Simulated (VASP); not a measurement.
Band structure of CuI (zinc blende). Computed with LDA (Ceperley-Alder, Perdew-Zunger) with spin-orbit coupling, VASP's LDA PAW potentials (set 64) (plane waves; VASP 6.6.1).

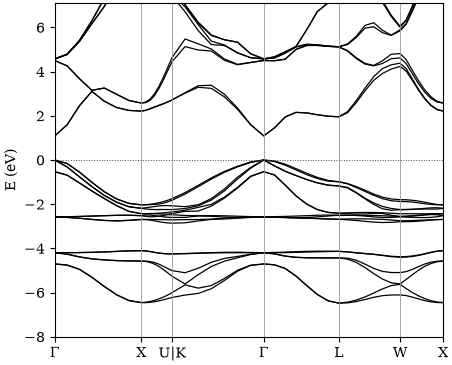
*Bands along high-symmetry lines, zero at the valence-band maximum or, without a gap, the Fermi level*

Question: Read the plot: is there a gap, and where are the band edges?

Answer: The gap is direct, 1.09 eV, from the valence maximum at Γ to the conduction minimum at Γ.

Measured: gap 3.12 eV (computed value off by -2.03 eV), as given by Abedi et al., (2022), arXiv:2211.14644.

The compound is CuI in the zinc blende structure. It was relaxed first, which changed the volume by -9 %.
